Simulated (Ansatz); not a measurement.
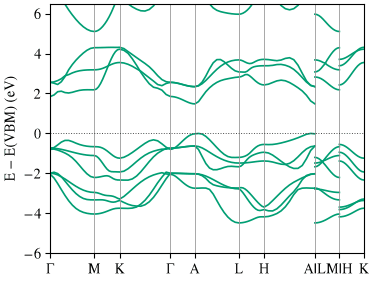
*Band structure from r²SCAN+D4 (plane waves, PAW; program Ansatz)*

Task: Read off the gap and where the band edges lie.

Result: About 1.5 eV (1.48 eV by a search for the band edges); maximum on the H–A line, 91 % of the way from H, minimum at A.

Task: Which compound is it?
A) MnBr2, CdI2 type
B) BiTeBr, P3m1 (Bi on 1a, Te on 1b, Br on 1c)
C) SnSe2, CdI2 type
D) Ge2Sb2Te5, P-3m1 (Pearson symbol hP9)

Result: B, BiTeBr, P3m1 (Bi on 1a, Te on 1b, Br on 1c)

The first step of the workflow began from a Materials Project structure, measured or hypothetical; the Crystallography Open Database copy checked does not list it. With Te and Br taken as one species the cell has the higher symmetry P-3m1, so it may be an ordered model of a mixed-site phase. Its standing as an ambient phase is unchecked. The r²SCAN+D4 relaxation kept the symmetry of its start; whether a distortion lowers the energy is not shown. Scalar-relativistic: spin–orbit coupling is off unless named, which matters more the heavier the elements.

Potentials: the later of the program's two PAW sets.
